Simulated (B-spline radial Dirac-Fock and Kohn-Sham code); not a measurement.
Promethium in charge state +3 (Pm³⁺) ([Xe] 4f2 5d2), which is not the ground configuration. Method: the impulse approximation on the Dirac–Fock momentum density (average of configuration) (computed with a radial B-spline solver).

What should this plot look like? The total Compton profile J(pz).

J(0) = 7.89 a.u.⁻¹; the profile falls to half at pz ≈ 1.9 a.u. and is 3.74 at 2 a.u. and 2.07 at 4 a.u. Its area over all pz is the number of electrons, 58.

Here it is:

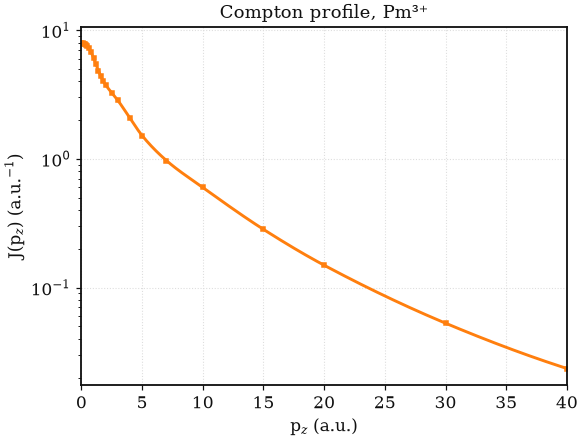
